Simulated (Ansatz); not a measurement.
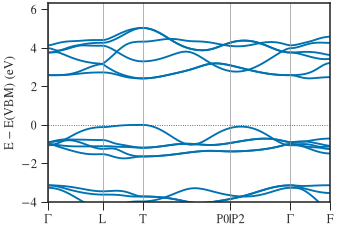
*Band structure from r²SCAN in the plane-wave PAW code Ansatz*

The gap is 2.32 eV; an edge lies off the plotted path or next to a special point (maximum at T, minimum off the standard path).

The material is S in space group R-3 (No. 148; S on 18f).

The workflow started from an entry of the Crystallography Open Database (COD), which files this formula under 8 space groups. It is not the phase usual at ambient conditions (space group No. 70). The r²SCAN relaxation kept the symmetry of its start; its stability against distortions is not shown here. A crystal of weakly bound molecules computed without a dispersion correction: the cell and the soft elastic constants depend strongly on that.

Potentials: the later of the program's two PAW sets.
